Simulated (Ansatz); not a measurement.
# What Cu2BrCl (R-3m) distorts into, part 2 of 2

Which phase does Cu2BrCl (R-3m) fall into along its unstable mode, and how much energy does it gain?

Ansatz 0.2.0; DFT LDA, scalar-relativistic, plane waves, PAW.

So far. Step 4 (The mode frozen in, largest atomic shift 0.22 Å): The run ends at a pressure of 0.84 GPa, with forces up to 0.15 eV/Å. Step 5 (Energy along the mode, all amplitudes (two of the runs …): The lowest of the steps tried is at 0.22 Å, 4.46 meV/atom below the parent; the bottom of the well need not coincide with a step.

**6. Relaxing from the distorted cell**

Starting from the lowest point found, all atoms and the cell are let go, so that strain and other modes of the same symmetry can join in.

Input file input.yaml:

```yaml
crystal:
  lattice:
    - [1.7976886131, 1.0378960047, 5.7904915408]
    - [-1.7976886131, 1.0378960047, 5.7904915408]
    - [0.0, -2.0757920093, 5.7904915408]
  atoms:
    - { symbol: Cu, position: [0.2400408582, 0.2474671841, 0.2474671841] }
    - { symbol: Cu, position: [0.750057374, 0.7574836998, 0.7574836998] }
    - { symbol: Br, position: [-0.0234722797, 0.0117361398, 0.0117361398] }
    - { symbol: Cl, position: [0.5706557622, 0.4646721189, 0.4646721189] }
kpoints:
  mp_grid: { grid: [9, 9, 9] }
hamiltonian:
  xc: lda
scf:
  occupations: { method: fixed }
output:
  forces: true
  stress: true
  eigenvalues: true
relax:
  adjacent_minimum: "off"
  f_tol: 0.002
  max_steps: 120
  cell: { stress_tol: 0.03 }
```

The run is started by

```
> ansatz run input.yaml --threads 4 --pin off --max-ram 7168MiB --backend cpu --events-out ev --progress --plain --runs-dir out
```

Numbers of over 12 decimals in the logs are rounded to 6 here.

What it wrote:

```text
[...]
Crystal: 4 atoms, lattice volume = 64.824 Å³
Basis set: ecut = 420 eV, 1237 PW (Γ), FFT grids on a1−a3, a2−a3, a3
Bands: 32, of which v1, the nominal top of the filled ones, is band 26 counted from 1 (25 counted from 0)
Symmetry: 2 space group operations
[...]
k-points: 205 of 729 (time reversal used)
[...]
SCF iter   1: F=—  HF=-16849.951354 eV  |F-HF|=—  |Δ(HF+E_count)|=         —  Δρ=1.79e-2  dr2=1.02e-1  ethr=1.77e-3  ⟨swp⟩=5.5  Hψ=23345  notcnv=0  defer=819
[...]
SCF iter   9: F=-16849.922776 eV  HF=-16849.922776 eV  |F-HF|=6.73e-10  |Δ(HF+E_count)|=   3.63e-9  Δρ=3.96e-6  dr2=9.99e-9  ethr=1.92e-10  ⟨swp⟩=4.0  Hψ=23497  notcnv=0
SCF 1 converged in 9 iterations: F = -16849.922776 eV  dr2 = 9.99e-9
[...]
relax step   1: F+E_penalty+E_count = -16849.92277621 eV  Δ(F+E_penalty+E_count) = +0.000e0 eV  max|allowed force component| = 9.798e-2 eV/Å  Δτ_max = 0.0000 Å  P = +0.841 GPa  Ω = 64.824 Å³  (9 SCF iters, dr2 threshold 1.00e-7 eV, accepted)
Crystal: 4 atoms, lattice volume = 65.337 Å³
Basis set: ecut = 420 eV, 1253 PW (Γ), FFT grids on a1−a3, a2−a3, a3
[...]
iter 1 solved again at ethr=5.01e-7 eV; its pass at ethr=3.10e-3 eV (dr2=2.61e-4 eV) is discarded
[...]
SCF iter   5: F=-16849.927896 eV  HF=-16849.927897 eV  |F-HF|=3.25e-7  |Δ(HF+E_count)|=   1.15e-6  Δρ=2.42e-5  dr2=3.32e-7  ethr=7.69e-10  ⟨swp⟩=9.9  Hψ=38563  notcnv=0
SCF 2 converged in 5 iterations: F = -16849.927896 eV  dr2 = 3.32e-7
relax step   2: F+E_penalty+E_count = -16849.92789619 eV  Δ(F+E_penalty+E_count) = -5.120e-3 eV  max|allowed force component| = 8.144e-2 eV/Å  Δτ_max = 0.0095 Å  P = +0.264 GPa  Ω = 65.337 Å³  energy of the carried Pulay correction = -2.026e-4 eV  (5 SCF iters, dr2 threshold 4.00e-7 eV, accepted)
Crystal: 4 atoms, lattice volume = 66.451 Å³
Basis set: ecut = 420 eV, 1279 PW (Γ), FFT grids on a1−a3, a2−a3, a3
[...]
SCF iter   7: F=-16849.940847 eV  HF=-16849.940848 eV  |F-HF|=2.23e-7  |Δ(HF+E_count)|=   2.41e-6  Δρ=2.04e-5  dr2=2.35e-7  ethr=7.69e-10  ⟨swp⟩=9.7  Hψ=40584  notcnv=0
SCF 3 converged in 7 iterations: F = -16849.940847 eV  dr2 = 2.35e-7
relax step   3: F+E_penalty+E_count = -16849.94084746 eV  Δ(F+E_penalty+E_count) = -1.295e-2 eV  max|allowed force component| = 1.555e-1 eV/Å  Δτ_max = 0.0532 Å  P = -0.483 GPa  Ω = 66.451 Å³  energy of the carried Pulay correction = -6.372e-4 eV  (7 SCF iters, dr2 threshold 4.00e-7 eV, accepted)
[... from here on, the SCF cycles and remarks between the steps are left out ...]
relax step   4: F+E_penalty+E_count = -16849.94801359 eV  Δ(F+E_penalty+E_count) = -7.166e-3 eV  max|allowed force component| = 1.764e-1 eV/Å  Δτ_max = 0.0577 Å  P = -0.530 GPa  Ω = 67.164 Å³  energy of the carried Pulay correction = -9.114e-4 eV  (7 SCF iters, dr2 threshold 4.00e-7 eV, accepted)
relax step   5: F+E_penalty+E_count = -16849.95816179 eV  Δ(F+E_penalty+E_count) = -1.015e-2 eV  max|allowed force component| = 1.669e-1 eV/Å  Δτ_max = 0.1145 Å  P = -0.303 GPa  Ω = 68.462 Å³  energy of the carried Pulay correction = -1.403e-3 eV  (7 SCF iters, dr2 threshold 4.00e-7 eV, accepted)
relax step   6: F+E_penalty+E_count = -16849.96381537 eV  Δ(F+E_penalty+E_count) = -5.654e-3 eV  max|allowed force component| = 1.355e-1 eV/Å  Δτ_max = 0.0397 Å  P = -0.124 GPa  Ω = 68.461 Å³  energy of the carried Pulay correction = -1.403e-3 eV  (7 SCF iters, dr2 threshold 4.00e-7 eV, accepted)
relax step   7: F+E_penalty+E_count = -16849.97904619 eV  Δ(F+E_penalty+E_count) = -1.523e-2 eV  max|allowed force component| = 1.097e-1 eV/Å  Δτ_max = 0.1009 Å  P = +0.253 GPa  Ω = 68.875 Å³  energy of the carried Pulay correction = -1.558e-3 eV  (8 SCF iters, dr2 threshold 4.00e-7 eV, accepted)
relax step   8: F+E_penalty+E_count = -16850.01700884 eV  Δ(F+E_penalty+E_count) = -3.796e-2 eV  max|allowed force component| = 2.281e-1 eV/Å  Δτ_max = 0.1944 Å  P = +0.554 GPa  Ω = 69.363 Å³  energy of the carried Pulay correction = -1.739e-3 eV  (9 SCF iters, dr2 threshold 4.00e-7 eV, accepted)
relax step   9: F+E_penalty+E_count = -16850.07862376 eV  Δ(F+E_penalty+E_count) = -6.161e-2 eV  max|allowed force component| = 2.812e-1 eV/Å  Δτ_max = 0.1949 Å  P = -0.602 GPa  Ω = 71.418 Å³  energy of the carried Pulay correction = -2.488e-3 eV  (9 SCF iters, dr2 threshold 4.00e-7 eV, accepted)
relax step  10: F+E_penalty+E_count = -16850.16300370 eV  Δ(F+E_penalty+E_count) = -8.438e-2 eV  max|allowed force component| = 2.136e-1 eV/Å  Δτ_max = 0.1948 Å  P = -0.217 GPa  Ω = 71.239 Å³  energy of the carried Pulay correction = -2.424e-3 eV  (8 SCF iters, dr2 threshold 4.00e-7 eV, accepted)
relax step  11: F+E_penalty+E_count = -16850.18971134 eV  Δ(F+E_penalty+E_count) = -2.671e-2 eV  max|allowed force component| = 3.412e-1 eV/Å  Δτ_max = 0.1947 Å  P = -0.851 GPa  Ω = 72.115 Å³  energy of the carried Pulay correction = -2.737e-3 eV  (9 SCF iters, dr2 threshold 4.00e-7 eV, accepted)
relax step  12: F+E_penalty+E_count = -16850.01737805 eV  Δ(F+E_penalty+E_count) = +1.723e-1 eV  max|allowed force component| = 1.466e0 eV/Å  Δτ_max = 0.1966 Å  P = -1.782 GPa  Ω = 75.036 Å³  energy of the carried Pulay correction = -3.754e-3 eV  (9 SCF iters, dr2 threshold 4.00e-7 eV, rejected (line search))
relax step  13: F+E_penalty+E_count = -16850.22568979 eV  Δ(F+E_penalty+E_count) = -3.598e-2 eV  max|allowed force component| = 6.499e-2 eV/Å  Δτ_max = 0.0925 Å  P = +1.027 GPa  Ω = 71.367 Å³  energy of the carried Pulay correction = -2.470e-3 eV  (13 SCF iters, accepted)
relax step  14: F+E_penalty+E_count = -16850.23106924 eV  Δ(F+E_penalty+E_count) = -5.379e-3 eV  max|allowed force component| = 2.365e-1 eV/Å  Δτ_max = 0.0974 Å  P = -0.455 GPa  Ω = 73.297 Å³  energy of the carried Pulay correction = -3.154e-3 eV  (8 SCF iters, dr2 threshold 4.00e-7 eV, accepted)
relax step  15: F+E_penalty+E_count = -16850.22966168 eV  Δ(F+E_penalty+E_count) = +1.408e-3 eV  max|allowed force component| = 3.139e-1 eV/Å  Δτ_max = 0.0725 Å  P = -0.269 GPa  Ω = 73.802 Å³  energy of the carried Pulay correction = -3.330e-3 eV  (8 SCF iters, dr2 threshold 4.00e-7 eV, rejected (line search))
relax step  16: F+E_penalty+E_count = -16850.24199025 eV  Δ(F+E_penalty+E_count) = -1.092e-2 eV  max|allowed force component| = 9.669e-2 eV/Å  Δτ_max = 0.0348 Å  P = -0.020 GPa  Ω = 73.077 Å³  energy of the carried Pulay correction = -3.077e-3 eV  (12 SCF iters, accepted)
[...]
relax step  21: F+E_penalty+E_count = -16850.39548547 eV  Δ(F+E_penalty+E_count) = -4.959e-2 eV  max|allowed force component| = 3.065e-1 eV/Å  Δτ_max = 0.1950 Å  P = -0.481 GPa  Ω = 74.569 Å³  energy of the carried Pulay correction = -3.595e-3 eV  (9 SCF iters, dr2 threshold 4.00e-7 eV, accepted)
relax step  22: F+E_penalty+E_count = -16850.40444636 eV  Δ(F+E_penalty+E_count) = -8.961e-3 eV  max|allowed force component| = 3.040e-1 eV/Å  Δτ_max = 0.1318 Å  P = +2.545 GPa  Ω = 71.669 Å³  energy of the carried Pulay correction = -2.578e-3 eV  (9 SCF iters, dr2 threshold 4.00e-7 eV, accepted)
relax step  23: F+E_penalty+E_count = -16850.42601817 eV  Δ(F+E_penalty+E_count) = -2.157e-2 eV  max|allowed force component| = 5.780e-2 eV/Å  Δτ_max = 0.1238 Å  P = -1.306 GPa  Ω = 77.221 Å³  energy of the carried Pulay correction = -4.488e-3 eV  (9 SCF iters, dr2 threshold 4.00e-7 eV, accepted)
relax step  24: F+E_penalty+E_count = -16850.22581345 eV  Δ(F+E_penalty+E_count) = +2.002e-1 eV  max|allowed force component| = 9.156e-1 eV/Å  Δτ_max = 0.1768 Å  P = +2.932 GPa  Ω = 73.489 Å³  energy of the carried Pulay correction = -3.221e-3 eV  (9 SCF iters, dr2 threshold 4.00e-7 eV, rejected (line search))
relax step  25: F+E_penalty+E_count = -16850.44037146 eV  Δ(F+E_penalty+E_count) = -1.435e-2 eV  max|allowed force component| = 2.456e-2 eV/Å  Δτ_max = 0.0295 Å  P = -0.327 GPa  Ω = 75.331 Å³  energy of the carried Pulay correction = -3.855e-3 eV  (15 SCF iters, accepted)
relax step  26: F+E_penalty+E_count = -16850.44294773 eV  Δ(F+E_penalty+E_count) = -2.576e-3 eV  max|allowed force component| = 1.931e-2 eV/Å  Δτ_max = 0.0221 Å  P = +0.004 GPa  Ω = 74.398 Å³  energy of the carried Pulay correction = -3.536e-3 eV  (7 SCF iters, dr2 threshold 4.00e-7 eV, accepted)
relax step  27: F+E_penalty+E_count = -16850.44328051 eV  Δ(F+E_penalty+E_count) = -3.328e-4 eV  max|allowed force component| = 1.511e-2 eV/Å  Δτ_max = 0.0102 Å  P = +0.089 GPa  Ω = 74.340 Å³  energy of the carried Pulay correction = -3.516e-3 eV  (7 SCF iters, dr2 threshold 2.35e-8 eV, accepted)
relax step  28: F+E_penalty+E_count = -16850.44353294 eV  Δ(F+E_penalty+E_count) = -2.524e-4 eV  max|allowed force component| = 9.533e-3 eV/Å  Δτ_max = 0.0149 Å  P = +0.016 GPa  Ω = 74.307 Å³  energy of the carried Pulay correction = -3.504e-3 eV  (8 SCF iters, dr2 threshold 4.53e-8 eV, accepted)
relax step  29: F+E_penalty+E_count = -16850.44355464 eV  Δ(F+E_penalty+E_count) = -2.171e-5 eV  max|allowed force component| = 3.303e-3 eV/Å  Δτ_max = 0.0035 Å  P = +0.002 GPa  Ω = 74.366 Å³  energy of the carried Pulay correction = -3.525e-3 eV  (7 SCF iters, dr2 threshold 1.22e-8 eV, accepted)
relax step  30: F+E_penalty+E_count = -16850.44356607 eV  Δ(F+E_penalty+E_count) = -1.143e-5 eV  max|allowed force component| = 2.146e-3 eV/Å  Δτ_max = 0.0017 Å  P = +0.008 GPa  Ω = 74.382 Å³  energy of the carried Pulay correction = -3.530e-3 eV  (7 SCF iters, dr2 threshold 3.63e-9 eV, accepted)
relax step  31: F+E_penalty+E_count = -16850.44356163 eV  Δ(F+E_penalty+E_count) = +4.440e-6 eV  max|allowed force component| = 1.276e-3 eV/Å  Δτ_max = 0.0008 Å  P = -0.007 GPa  Ω = 74.398 Å³  energy of the carried Pulay correction = -3.536e-3 eV  (7 SCF iters, dr2 threshold 2.88e-10 eV, accepted)
relax step  32: F+E_penalty+E_count = -16850.46203409 eV  Δ(F+E_penalty+E_count) = -1.847e-2 eV  max|allowed force component| = 3.472e-3 eV/Å  Δτ_max = 0.0000 Å  P = +0.457 GPa  Ω = 74.398 Å³  stress off target by 1.04e0 GPa  SCF on the basis re-selected at this cell (its energy is not comparable with the rows above)  (10 SCF iters)
relax step  33: F+E_penalty+E_count = -16850.46847566 eV  Δ(F+E_penalty+E_count) = -6.442e-3 eV  max|allowed force component| = 3.212e-2 eV/Å  Δτ_max = 0.0220 Å  P = -0.122 GPa  Ω = 74.989 Å³  energy of the carried Pulay correction = -2.104e-4 eV  (7 SCF iters, dr2 threshold 4.00e-7 eV, accepted)
relax step  34: F+E_penalty+E_count = -16850.47103237 eV  Δ(F+E_penalty+E_count) = -2.557e-3 eV  max|allowed force component| = 5.583e-2 eV/Å  Δτ_max = 0.0349 Å  P = +0.157 GPa  Ω = 74.933 Å³  energy of the carried Pulay correction = -1.738e-4 eV  (8 SCF iters, dr2 threshold 4.00e-7 eV, accepted)
relax step  35: F+E_penalty+E_count = -16850.47179077 eV  Δ(F+E_penalty+E_count) = -7.584e-4 eV  max|allowed force component| = 1.055e-2 eV/Å  Δτ_max = 0.0122 Å  P = -0.025 GPa  Ω = 75.102 Å³  energy of the carried Pulay correction = -2.332e-4 eV  (6 SCF iters, dr2 threshold 4.00e-7 eV, accepted)
relax step  36: F+E_penalty+E_count = -16850.47186594 eV  Δ(F+E_penalty+E_count) = -7.517e-5 eV  max|allowed force component| = 4.219e-3 eV/Å  Δτ_max = 0.0044 Å  P = +0.003 GPa  Ω = 75.143 Å³  energy of the carried Pulay correction = -2.450e-4 eV  (8 SCF iters, dr2 threshold 6.96e-9 eV, accepted)
relax step  37: F+E_penalty+E_count = -16850.47188774 eV  Δ(F+E_penalty+E_count) = -2.180e-5 eV  max|allowed force component| = 4.476e-3 eV/Å  Δτ_max = 0.0045 Å  P = -0.004 GPa  Ω = 75.162 Å³  energy of the carried Pulay correction = -2.488e-4 eV  (8 SCF iters, dr2 threshold 1.11e-9 eV, accepted)
relax step  38: F+E_penalty+E_count = -16850.47188879 eV  Δ(F+E_penalty+E_count) = -1.054e-6 eV  max|allowed force component| = 6.637e-4 eV/Å  Δτ_max = 0.0009 Å  P = +0.005 GPa  Ω = 75.176 Å³  energy of the carried Pulay correction = -2.541e-4 eV  (7 SCF iters, dr2 threshold 1.25e-9 eV, accepted)
[...]
SCF iter   8: F=-16850.472293 eV  HF=-16850.472293 eV  |F-HF|=7.28e-12  |Δ(HF+E_count)|=  7.28e-12  Δρ=6.58e-8  dr2=2.85e-12  ethr=1.00e-12  ⟨swp⟩=12.4  Hψ=41584  notcnv=0
SCF 39 converged in 8 iterations: F = -16850.472293 eV  dr2 = 2.85e-12
relax step  39: F+E_penalty+E_count = -16850.47229335 eV  Δ(F+E_penalty+E_count) = -4.046e-4 eV  max|allowed force component| = 6.177e-4 eV/Å  Δτ_max = 0.0000 Å  P = +0.006 GPa  Ω = 75.176 Å³  stress off target by 1.93e-2 GPa  SCF on the basis re-selected at this cell (its energy is not comparable with the rows above)  (8 SCF iters)
[...]
SCF converged after 8 iterations
Free energy (F): -16850.472293 eV
[...]
Internal energy: -16850.472293 eV  (E = F + TS)
E sigma→0 (E₀):  -16850.472293 eV
Fermi energy:    8.180704 eV
[...]
--- Forces (eV/Å), atoms counted from 1 ---
  atom   1  Cu     0.00060723     0.00035058    -0.00004700
  atom   2  Cu     0.00031939     0.00018440     0.00027031
  atom   3  Br    -0.00030867    -0.00017821    -0.00045121
  atom   4  Cl    -0.00061766    -0.00035661     0.00022677
  max |Σ_I F_I| component: 1.13e-6 eV/Å
--- Stress (GPa, compression-positive) ---
        0.002328      -0.003833      -0.011390
       -0.003833       0.006754      -0.006576
       -0.011390      -0.006576       0.010279
  P = ⅓ Tr σ = 0.0065 GPa (0.065 kbar)
--- Band table (eV; the first three rows and the last of 205) ---
  k-point 0: bands = [... 22 lower, 7.5747, 7.6206, 7.9109, 8.1807, 8.9997, 11.2124, 13.8235, 14.4669, ... 2 higher]
  k-point 1: bands = [... 22 lower, 7.4289, 7.5484, 7.8167, 7.9120, 9.4109, 11.7448, 13.5299, 14.5242, ... 2 higher]
  k-point 2: bands = [... 22 lower, 7.0824, 7.3516, 7.5059, 7.7220, 10.1972, 12.2730, 13.3680, 14.3309, ... 2 higher]
  k-point 204: bands = [... 22 lower, 6.6186, 6.7240, 6.9785, 7.6564, 10.3174, 12.1510, 12.9221, 15.5557, ... 2 higher]
--- Relaxed structure (37 steps of the walk, 34 accepted, 2 SCFs on fresh bases) ---
  F+E_penalty+E_count = -16850.47229335 eV   max|allowed force component| = 6.177e-4 eV/Å   (the final SCF, on the basis selected at the relaxed cell)
  cell:  # Å, volume = 75.1756 Å³
    - [1.268550, 0.732398, 5.908756]
    - [-2.522979, 0.708005, 6.302572]
    - [-0.648339, -2.538966, 6.302572]
  atoms:
    - { symbol: Cu, position: [0.100298, 0.322283, 0.322283] }
    - { symbol: Cu, position: [0.995345, 0.737252, 0.737252] }
    - { symbol: Br, position: [-0.136620, 0.020084, 0.020084] }
    - { symbol: Cl, position: [0.578258, 0.401741, 0.401741] }
```

Wall time 18 min (4 threads of Arm Neoverse N1, shared host); peak memory 0.65 GiB; 66 min of CPU time.

The steps of the relaxation (22 of 39):

```csv
step,energy less that of the first step (eV),largest force component (eV/Å),pressure (GPa),volume (Å³)
1,0.0000,0.0980,0.84,64.82
3,-0.0181,0.1555,-0.48,66.45
5,-0.0354,0.1669,-0.30,68.46
6,-0.0410,0.1355,-0.12,68.46
8,-0.0942,0.2281,0.55,69.36
10,-0.2402,0.2136,-0.22,71.24
12,-0.0946,1.4659,-1.78,75.04
14,-0.3083,0.2366,-0.45,73.30
15,-0.3069,0.3139,-0.27,73.80
17,-0.3293,0.1079,0.10,73.22
19,-0.3908,0.2960,-0.65,74.12
21,-0.4727,0.3065,-0.48,74.57
23,-0.5032,0.0578,-1.31,77.22
25,-0.5176,0.0246,-0.33,75.33
26,-0.5202,0.0193,0.00,74.40
28,-0.5208,0.0095,0.02,74.31
30,-0.5208,0.0021,0.01,74.38
32*,-0.5393,0.0035,0.46,74.40
34,-0.5483,0.0558,0.16,74.93
35,-0.5490,0.0106,-0.02,75.10
37,-0.5491,0.0045,0.00,75.16
39*,-0.5495,0.0006,0.01,75.18
```

Relaxation steps marked * repeat the geometry before them on a plane-wave basis chosen anew for their cell, so energy and pressure can jump there. Other such steps can lie between the rows shown. Relaxation steps 12, 15, 24 were tried and not accepted.

Forces are held to the 2 operations that the run works with; a distortion that breaks them can't arise in this run.

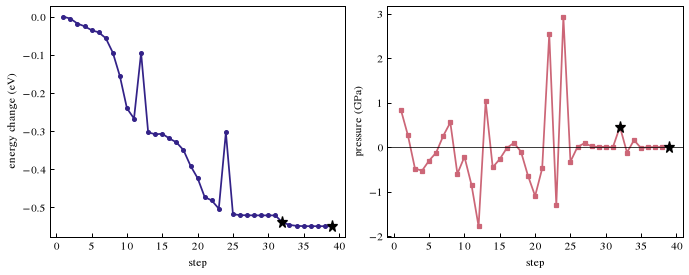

Energy and pressure along the relaxation. Stars mark steps on a basis chosen anew.

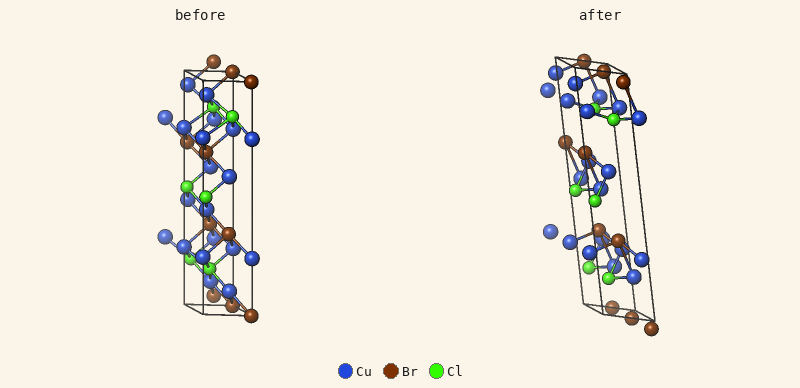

The structure before and after the relaxation, drawn at the same scale. Bonds to atoms that aren't drawn are left out.

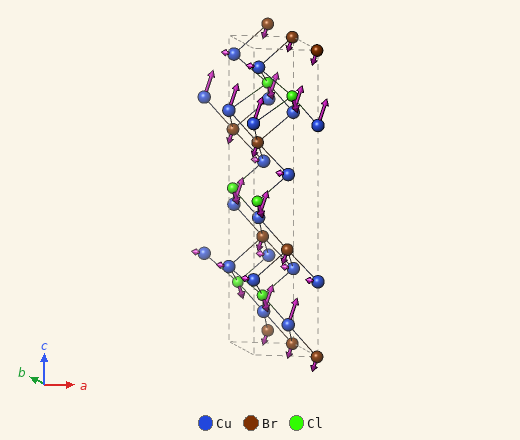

Displacements in the relaxation, scaled, measured against the changing cell; the longest in the cell stands for 1.27 Å. Bonds to atoms that aren't drawn are left out. 1×2×1 conventional cells are drawn. Some periodic images of atoms are drawn too.

```csv
cell as run,before,after,change
a (Å),6.151,6.088,-1.0 %
b (Å),6.151,6.826,+11.0 %
c (Å),6.151,6.826,+11.0 %
α (°),33.98,31.88,-6.2 %
β (°),33.98,33.73,-0.8 %
γ (°),33.98,33.73,-0.8 %
volume (Å³/atom),16.21,18.79,+16.0 %
```

The atoms that moved most (Å, as changes of fractional coordinates times the final cell):

```csv
atom,dx,dy,dz,length
Cu2,0.375,0.217,1.194,1.271
Cl4,0.209,0.121,-0.748,0.786
Br3,-0.170,-0.098,-0.563,0.597
Cu1,-0.415,-0.239,0.117,0.493
```

Final coordinates:

```xyz
4
Lattice="1.2686 0.7324 5.9088 -2.5230 0.7080 6.3026 -0.6483 -2.5390 6.3026" Properties=species:S:1:pos:R:3 pbc="T T T"
Cu   -0.8948   -0.5166    4.6551
Cu   -1.0754   -0.6209   15.1744
Br   -0.2370   -0.1368   -0.5541
Cl   -0.5405   -0.3121    8.4808
```

This step gave:

* pressure: 0.006454 GPa
* gap on the k-mesh: 0.8190 eV
* volume per atom: 18.79 Å³

The distorted start has space group Cm; the relaxation ends in Cm.

**7. The new phase in its own primitive cell**

The relaxed structure is symmetrised, reduced to its primitive cell and relaxed tightly, as its phonons need.

Input file input.yaml:

```yaml
crystal:
  lattice:
    - [3.3192022362, -1.8746399547, 0.0]
    - [3.3192022362, 1.8746399547, 0.0]
    - [-0.7533884145, 0.0, 6.0408136426]
  atoms:
    - { symbol: Cu, position: [0.322282956, 0.322282956, 0.7448638338] }
    - { symbol: Cu, position: [0.7372515418, 0.7372515418, 0.4698484778] }
    - { symbol: Br, position: [0.0200837489, 0.0200837489, 0.9035477001] }
    - { symbol: Cl, position: [0.4017408958, 0.4017408958, 0.3817399882] }
kpoints:
  mp_grid: { grid: [8, 8, 4] }
hamiltonian:
  xc: lda
scf:
  occupations: { method: fixed }
output:
  forces: true
  stress: true
  eigenvalues: true
relax:
  adjacent_minimum: "off"
  f_tol: 0.001
  max_steps: 60
  cell: { stress_tol: 0.01 }
```

What it wrote:

```text
[...]
Crystal: 4 atoms, lattice volume = 75.176 Å³
Basis set: ecut = 420 eV, 1475 PW (Γ)
Bands: 32, of which v1, the nominal top of the filled ones, is band 26 counted from 1 (25 counted from 0)
Symmetry: 2 space group operations
[...]
k-points: 78 of 256 (time reversal used)
[...]
cell:  # Å, volume = 75.2090 Å³
    - [3.318905, -1.874791, 0.00263344]
    - [3.318905, 1.874791, 0.00263344]
    - [-0.748528, 7.128065331231998e-19, 6.042954]
  atoms:
    - { symbol: Cu, position: [0.322182, 0.322182, 0.744806] }
    - { symbol: Cu, position: [0.737411, 0.737411, 0.469951] }
    - { symbol: Br, position: [0.019770, 0.019770, 0.903460] }
    - { symbol: Cl, position: [0.401997, 0.401997, 0.381783] }
[key lines of the parts left out:]
SCF converged after 7 iterations
Free energy (F): -16850.472209 eV
Fermi energy:    8.174695 eV
P = ⅓ Tr σ = -0.0041 GPa (-0.041 kbar)
```

It took 44 s on 4 threads; peak memory 0.45 GiB.

Little changed from the start: no atom moved by 0.005 Å and no cell edge by 0.1 %.

This step gave:

```yaml
pressure: -0.004058 GPa
gap_on_the_k_mesh: 0.8188 eV
volume_per_atom: 18.80 Å³
direct_gap_on_mesh: 0.8188 eV
```

The largest force component left is 0.97 meV/Å and the pressure is -0.004 GPa, within the tolerances set. The cell now holds 18.80 Å³/atom.

**8. Outcome**

| Property | Result |
| --- | --- |
| unstable mode of the parent | q = (0, 0, 0), 90i cm⁻¹ |
| depth at the lowest point sampled | 4.46 meV/atom |
| largest atomic shift at that point | 0.22 Å |
| space group reached (within 0.01 Å) | Cm |
| energy gained over the parent (first relaxation, on the mesh of the frozen mode) | 142 meV/atom |
| volume per atom, phase reached | 18.8 Å³ |
| gap on the k-mesh, phase reached | 0.819 eV |

In words: From this start the structure relaxes into Cm, 142 meV/atom below the parent. At the parent's cell the well is 4.459 meV/atom deep on the steps tried, with its lowest point at a shift of 0.22 Å. Relaxing atoms and cell changes the gain by +137.38 meV/atom against the lowest step (energies at zero smearing). Most of the total comes from this relaxation. The frozen pattern makes up only 7 % of the final shifts of the atoms, so other modes or strain give most of the change. The modes of the phase reached were not computed on this path. Of the 2 patterns followed to their end from this parent, this one reaches the lowest energy. Each path keeps the symmetry of its pattern, so a lower phase may lie along a pattern not tried. In this run the field response is not settled by the k meshes in reach, so its dielectric tensor, Born charges and longitudinal modes are rough.

[Logs are printed without paths, hosts, clocks, repeated set-up lines and the standing remarks that a program may print on its own settings, such as how far it seeks lower states.]

[Hosts, paths, dates, database ids (printed as entryN), source tags and the programs' standing remarks are cut or masked in the printed files.]
